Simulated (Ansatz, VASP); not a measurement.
# RbAgBr2 in two plane-wave programs, part 2 of 2

Aim: how closely do two programs agree when they are given the same cell, functional and k mesh? The cell is invented: As first built, before any earlier steps moved the atoms (in the runner's words): it takes the RbBr structure with some of its atoms replaced by other elements, volume scaled by an estimate. It may not be a known or stable phase. The cell is taken from a series of VASP runs on this material, whose earlier steps may have relaxed, scaled or displaced it; both programs get it as it stands. Valence electrons are named where the data sets of a main pair hold unlike numbers.

VASP 6.6.1 and Ansatz 0.2.0.

So far: Starting point; VASP: band structure, r2SCAN.

### Step 3. Ansatz: band structure, r2SCAN

Level of this step: Ansatz beside VASP: Kohn-Sham DFT, plane waves, r2SCAN (Ansatz).

Ansatz runs on its default PAW (the set named soft_2) files.

The same cell, functional, mesh and smearing now go to Ansatz, which takes its cutoff from its data sets.

input.yaml

```yaml
crystal:
  lattice:
    - [3.7516948035, 0.0, 0.0]
    - [0.0, 3.7516948035, 0.0]
    - [0.0, 0.0, 7.7717625749]
  atoms:
    - { symbol: Ag, position: [0.0, 0.0, 0.5] }
    - { symbol: Rb, position: [0.0, 0.0, 0.0] }
    - { symbol: Br, position: [0.5, 0.5, 0.7224232091] }
    - { symbol: Br, position: [0.5, 0.5, 0.2775767909] }
hamiltonian:
  xc: r2scan
  pseudopotentials: { kind: paw }
kpoints:
  mp_grid: { grid: [6, 6, 3] }
  band_path:
    path:
      - [0.0, 0.0, 0.0]
      - [0.0, 0.13333, 0.0]
      - [0.0, 0.3, 0.0]
      - [0.0, 0.46667, 0.0]
      - [0.1, 0.5, 0.0]
      - [0.26667, 0.5, 0.0]
      - [0.43333, 0.5, 0.0]
      - [0.43333, 0.43333, 0.0]
      - [0.26667, 0.26667, 0.0]
      - [0.1, 0.1, 0.0]
      - [0.0, 0.0, 0.03333]
      - [0.0, 0.0, 0.2]
      - [0.0, 0.0, 0.36667]
      - [0.0, 0.0, 0.5]
      - [0.0, 0.16667, 0.5]
      - [0.0, 0.3, 0.5]
      - [0.0, 0.46667, 0.5]
      - [0.0, 0.5, 0.5]
      - [0.1, 0.5, 0.5]
      - [0.26667, 0.5, 0.5]
      - [0.43333, 0.5, 0.5]
      - [0.43333, 0.43333, 0.5]
      - [0.26667, 0.26667, 0.5]
      - [0.1, 0.1, 0.5]
      - [0.0, 0.5, 0.03333]
      - [0.0, 0.5, 0.2]
      - [0.0, 0.5, 0.36667]
      - [0.5, 0.5, 0.0]
      - [0.5, 0.5, 0.16667]
      - [0.5, 0.5, 0.33333]
      - [0.5, 0.5, 0.5]
    npoints: 1
scf:
  occupations: { method: fermi_dirac, width: 0.05 }
  n_extra_bands: 8
output:
  forces: true
  stress: true
  eigenvalues: true
  write_density: true
  write_potential: true
  elf: true
  volumetric_format: npy
```

On the command line:

```sh
> ansatz run input.yaml --threads 2 --pin off --max-ram 4608MiB --backend cpu --events-out ev --progress --plain --runs-dir out
```

Numbers of over 12 decimals in the logs are rounded to 6 here.

Log:

```text
scf.n_extra_bands = 8 over 21 filled bands (N_el = 42.0): the run solves 29 bands
Engine: ansatz 0.2.0, aarch64-unknown-linux-gnu
Pseudopotentials: kind: paw
Pseudopotential: Ag, paw, valence charge 19, recommended cutoff 500 eV (meta_gga), Ag.paw.azcp
Pseudopotential: Rb, paw, valence charge 9, recommended cutoff 500 eV (meta_gga), Rb.paw.azcp
Pseudopotential: Br, paw, valence charge 7, recommended cutoff 500 eV (meta_gga), Br.paw.azcp
Functional definition: r2SCAN
  parameter k0 = 0.174
  parameter k1 = 0.065
  parameter a1 = 4.9479
  exchange = r2scan_x(k0 = k0, k1 = k1, a1 = a1)
  correlation = r2scan_c
Crystal: 4 atoms, lattice volume = 109.389 Å³
Basis set: ecut = 500 eV, 2765 PW (Γ), exchange–correlation on 120×120×240 points (64 copies of the dense FFT grid, shifted against one another)
Bands: 29, of which v1, the nominal top of the filled ones, is band 21 counted from 1 (20 counted from 0)
Symmetry: 16 space group operations
Space group: P4/mmm (ITA 123), of the structure as read, at distance tolerance 4.8e-5 Å
k-points: 20 of 108
Non-local potential: Ag, projectors of the file, l = 0: 3, l = 1: 2, l = 2: 2, l = 3: 1
Non-local potential: Rb, projectors of the file, l = 0: 3, l = 1: 2, l = 2: 2
Non-local potential: Br, projectors of the file, l = 0: 2, l = 1: 2, l = 2: 2
PAW form: soft (Blöchl's): semilocal exchange-correlation on the pseudo side does not see the compensation charge
PAW frozen core: Ag, regenerated for the run's functional (the file was generated under x = pbe(κ = 0.804, μ = 0.219515), c = pbe(β = 0.066725))
PAW frozen core: Rb, regenerated for the run's functional (the file was generated under x = pbe(κ = 0.804, μ = 0.219515), c = pbe(β = 0.066725))
PAW frozen core: Br, regenerated for the run's functional (the file was generated under x = pbe(κ = 0.804, μ = 0.219515), c = pbe(β = 0.066725))
PAW one-centre angular grid: Ag, 590 points (default); XC on 160 Gauss nodes
PAW one-centre angular grid: Rb, 302 points (default); XC on 160 Gauss nodes
PAW one-centre angular grid: Br, 302 points (default); XC on 160 Gauss nodes
Initial density: superposition of atomic densities (neutral atoms: chi_scale 0, normalization atom), corrected by the library's trained network
Initial wavefunctions: pseudopotential atomic-orbital guess
Functional: x = r2scan, c = r2scan; τ floored in thin density (d = 2e-4 eV/Å³)
SCF iter   1: F=—  HF=-16471.831880 eV  |F-HF|=—  |Δ(HF+E_count)|=         —  Δρ=5.90e-3  dr2=3.51e-2  dr2_τ=1.09e-2  ethr=1.77e-3  ⟨swp⟩=6.4  Hψ=2769  notcnv=0  defer=14
preconditioner: auto → none  [insulator: Δε(μ)=2.510 eV  Ē_g=12.466 eV  σ=0.050 eV  W_gap=1.00  n_scr=16 (ndim 8)  ℏωp=20.1 eV  f_vac=0.000  D(μ)=0.00/eV (n_scr^D=0)  ε∞_Penn≈3.6]
SCF iter   2: F=—  HF=-16471.845735 eV  |F-HF|=—  |Δ(HF+E_count)|=   1.39e-2  Δρ=2.80e-3  dr2=3.34e-3  dr2_τ=1.13e-3  ethr=8.35e-5  ⟨swp⟩=2.0  Hψ=1160  notcnv=0  defer=61
SCF iter   3: F=—  HF=-16471.846036 eV  |F-HF|=—  |Δ(HF+E_count)|=   3.00e-4  Δρ=1.24e-3  dr2=1.07e-3  dr2_τ=7.78e-5  ethr=7.96e-6  ⟨swp⟩=2.0  Hψ=918  notcnv=0  defer=61
SCF iter   4: F=—  HF=-16471.846018 eV  |F-HF|=—  |Δ(HF+E_count)|=   1.80e-5  Δρ=3.80e-4  dr2=1.64e-4  dr2_τ=1.39e-5  ethr=2.55e-6  ⟨swp⟩=2.0  Hψ=728  notcnv=0  defer=61
SCF iter   5: F=—  HF=-16471.845998 eV  |F-HF|=—  |Δ(HF+E_count)|=   2.02e-5  Δρ=4.71e-5  dr2=6.71e-6  dr2_τ=2.87e-7  ethr=3.90e-7  ⟨swp⟩=2.0  Hψ=734  notcnv=0  defer=61
SCF iter   6: F=—  HF=-16471.845996 eV  |F-HF|=—  |Δ(HF+E_count)|=   1.14e-6  Δρ=2.19e-5  dr2=3.30e-7  dr2_τ=3.16e-8  ethr=1.60e-8  ⟨swp⟩=2.0  Hψ=743  notcnv=0  defer=61
SCF iter   7: F=-16471.845997 eV  HF=-16471.845997 eV  |F-HF|=5.41e-9  |Δ(HF+E_count)|=   1.65e-7  Δρ=3.78e-6  dr2=9.01e-9  dr2_τ=1.49e-9  ethr=2.38e-10  ⟨swp⟩=15.1  Hψ=4920  notcnv=0
SCF 1 converged in 7 iterations: F = -16471.845997 eV  dr2 = 9.01e-9
  greatest PAW one-centre occupation: 1.003 electrons in one spin orbital (limit 2), on the Ag atom at site 0 (counted from 0), in its partial waves of l = 1
NSCF: frozen V_eff on 31 k-points
SCF converged after 7 iterations
Free energy (F): -16471.845997 eV
Harris-Foulkes:  -16471.845997 eV  (|F-HF|=5.41e-9)
Internal energy: -16471.845997 eV  (E = F + TS)
E sigma→0 (E₀):  -16471.845997 eV
Fermi energy:    6.693272 eV
--- Per-component energies (eV) ---
  E_band       = -492.504302
  E_kinetic    = 991.998358
  E_local      = -4706.774159  (includes V_loc(G=0)·N_el)
  E_nonlocal   = 398.379364
  E_hartree    = 1959.742596
  E_xc         = -803.943990
  E_vxc        = -640.934422  (∫ρ·V_xc dr)
  E_paw        = -11101.888323  (= ΣΔE_a)
  E_vpaw       = -492.634346  (= ΣTr[D̂ρ^β])
  E_aug_tail   = 0.000051  (compensation charges beyond the density's cutoff)
  E_vtau       = 37.977286  (kinetic-family band-sum trace: ∫τ·v_τ [+ j·A + Jᵃ·Aᵃ] dr)
  E_ewald      = -3208.387268
  E_core_change = -0.972626  (= ΣΔE_core)
  E_smearing   = -0.000000  (= −TS)
  E_closure    = 0.000000  (closes the sum)
  Σ components = -16471.845997   (vs F -16471.845997, Δ=0.00e0)
--- Forces (eV/Å), atoms counted from 1 ---
  atom   1  Ag    -0.00000000     0.00000000     0.00000000
  atom   2  Rb    -0.00000000     0.00000000     0.00000000
  atom   3  Br     0.00000000     0.00000000    -0.00136989
  atom   4  Br     0.00000000     0.00000000     0.00136989
  max |Σ_I F_I| component: 1.73e-30 eV/Å
--- Stress (GPa, compression-positive) ---
        0.874106       0.000000       0.000000
        0.000000       0.874106       0.000000
        0.000000       0.000000       0.921427
  P = ⅓ Tr σ = 0.8899 GPa (8.899 kbar)
--- Band table (eV; the first three rows and the last of 20) ---
  k-point 0: bands = [... 17 lower, 4.6188, 4.6188, 5.3022, 5.3022, 7.8707, 11.1201, 11.3394, 11.7017, ... 4 higher]
  k-point 1: bands = [... 17 lower, 4.5535, 4.5535, 5.3600, 5.3600, 8.4092, 10.8638, 11.3375, 11.4983, ... 4 higher]
  k-point 2: bands = [... 17 lower, 4.3642, 4.8461, 5.0421, 5.2643, 8.6536, 11.1441, 12.0344, 12.2344, ... 4 higher]
  k-point 19: bands = [... 17 lower, 4.3284, 4.6721, 4.6721, 4.8942, 8.7387, 10.8478, 11.5521, 11.5521, ... 4 higher]
```

It took 8.4 s on 2 threads of Arm Neoverse V1, shared host; peak memory 0.61 GiB; 16 s of CPU time.

Reading the cycles: dr2 is the Hartree energy of the density residual (eV), the measure of convergence; HF is the Harris–Foulkes estimate of the energy, which meets the free energy F at convergence.

### Step 4. Side by side

Known differences besides the potentials themselves: VASP keeps PBE cores, Ansatz makes them for the functional; the data sets hold 42 valence electrons in Ansatz (on its default PAW (the set named soft_2) files) and 34 in VASP; the cutoff is 500 eV in Ansatz and 400 eV in VASP. Total energies have different zeros and are not compared.

The two programs side by side:

```
                     quantity  Ansatz   VASP  difference
               pressure (GPa)    0.89   0.81       +0.08
gap over the path points (eV)   2.441  2.413      +0.027
```

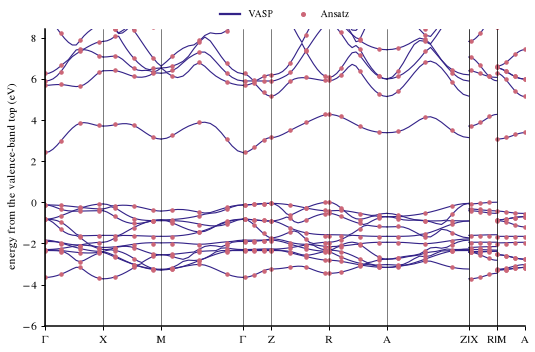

Bands from VASP (lines) and levels from Ansatz (dots). Dots without a line are higher empty bands that the VASP plot leaves out.

Levels at points of the path, from each program's valence-band top (eV; 4 filled, then empty):

```
k (reciprocal lattice)                                  Ansatz                                    VASP
     0.000 0.000 0.000  -0.81 -0.81 -0.13 -0.13 2.44 5.69 5.91  -0.82 -0.82 -0.13 -0.13 2.41 5.68 5.90
     0.000 0.133 0.000  -0.95 -0.66 -0.34 -0.15 3.00 5.73 6.35  -0.96 -0.66 -0.34 -0.15 2.97 5.72 6.34
     0.000 0.300 0.000  -1.66 -0.43 -0.29 -0.24 3.87 5.65 7.35  -1.63 -0.43 -0.30 -0.25 3.84 5.64 7.33
     0.000 0.467 0.000  -1.65 -0.41 -0.31 -0.09 3.74 6.35 7.13  -1.61 -0.41 -0.32 -0.09 3.71 6.32 7.11
     0.100 0.500 0.000  -1.65 -0.68 -0.26 -0.18 3.79 6.42 7.12  -1.61 -0.69 -0.26 -0.18 3.76 6.39 7.10
     0.267 0.500 0.000  -1.24 -1.03 -0.79 -0.19 3.75 6.13 6.50  -1.22 -1.03 -0.78 -0.19 3.72 6.11 6.49
     0.433 0.500 0.000  -0.92 -0.91 -0.91 -0.38 3.18 6.29 6.35  -0.90 -0.89 -0.89 -0.39 3.15 6.27 6.33
     0.433 0.433 0.000  -1.01 -0.92 -0.86 -0.36 3.25 6.16 6.41  -0.99 -0.90 -0.84 -0.37 3.23 6.14 6.38
     0.267 0.267 0.000  -1.44 -1.08 -0.66 -0.48 3.90 6.80 7.31  -1.45 -1.06 -0.65 -0.48 3.87 6.78 7.29
     0.100 0.100 0.000  -0.95 -0.92 -0.33 -0.26 3.08 5.87 6.29  -0.96 -0.93 -0.33 -0.25 3.05 5.86 6.27
```

At this near-relaxed geometry the largest component of a force difference is 5 meV/Å. Among the levels compared at these points, filled levels agree within 41 meV and empty ones within 29 meV. Ansatz's pressure holds a Pulay correction of 0.03 GPa; VASP's holds none.

### Step 5. Results

```
largest difference of a filled level at the path points (band structure, r2SCAN) : 41 meV
```

What this shows: The largest difference of a filled level at the path points is 41 meV (band structure, r2SCAN), within the 80 meV picked in this series as the mark of a large difference. The data sets hold unlike numbers of valence electrons (42 in Ansatz and 34 in VASP), so part of the differences comes from the potentials. How closely two codes agree says nothing of how well the functional describes the real material.

[Lines on the potential files, build, host, timing and source positions are cut from VASP's logs without a mark.]

[Logs are printed without paths, hosts, clocks, repeated set-up lines and the standing remarks that a program may print on its own settings, such as how far it seeks lower states.]

[Hosts, paths, dates, database ids (printed as entryN), source tags and the programs' standing remarks are cut or masked in the printed files.]
